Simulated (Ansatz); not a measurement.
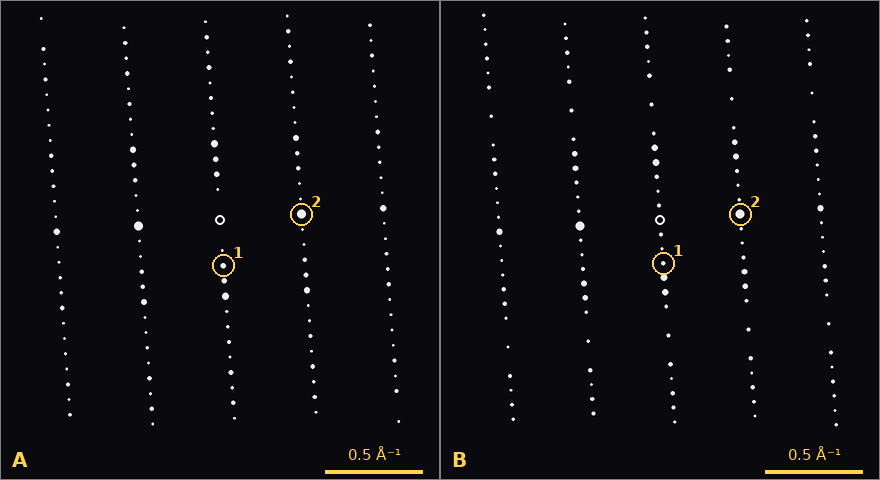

Kinematic electron diffraction patterns (200 kV, B = 0.5 Å², same scale) along [110] of the run's own cell, for the start and the end of one relaxation of CsCd4Sb3 with DFT, PAW plane waves, r2scan (Ansatz). k mesh 5×5×5. The start is a generated model structure, and the relaxation ends in the nearest stationary point of its symmetry, not necessarily the ground state. Spot 1 is 0 0 -3 and spot 2 is -1 1 0 in both.

Start structure:

```
CELL_PARAMETERS angstrom
2.36176 4.09069 0.00000
-2.36176 4.09069 0.00000
0.00000 -2.72712 12.64493
ATOMIC_POSITIONS crystal
Cd 0.08918 0.08918 0.26754
Cd 0.91082 0.91082 0.73246
Cd 0.30141 0.30141 0.90423
Cd 0.69859 0.69859 0.09577
Sb 0.22775 0.22775 0.68325
Sb 0.77225 0.77225 0.31675
Sb 0.00000 0.00000 0.00000
Cs 0.50000 0.50000 0.50000
```

Question: Which pattern belongs to the start structure, and which to the relaxed one?

Answer: A is the start: its cell gives d(1) = 4.215 Å, d(2) = 2.362 Å and an angle of 90.0°. B is the relaxed structure, with d(1) = 4.454 Å (+5.7 %), d(2) = 2.403 Å (+1.7 %) and 90.0°.

Question: Name reflections whose intensity changes strongly on relaxation.

Answer: 0 0 4 goes from 13 to 35 % of the strongest spot; 1 -1 -4 goes from 5.2 to 14 % of the strongest spot; 0 0 3 goes from 14 to 5.3 % of the strongest spot.

Question: Summarise the relaxation behind the change.

Answer: The volume changed by +9.4 % to 33.41 Å³ an atom; with the mean shift removed, the atoms moved by up to 0.28 Å relative to the cell (Cd most); the space group stayed R-3m (No. 166); the free energy fell by 44 meV an atom. Relaxed cell: a = 4.806 Å, b = 4.806 Å, c = 13.646 Å, α = 100.14°, β = 100.14°, γ = 60.00°.
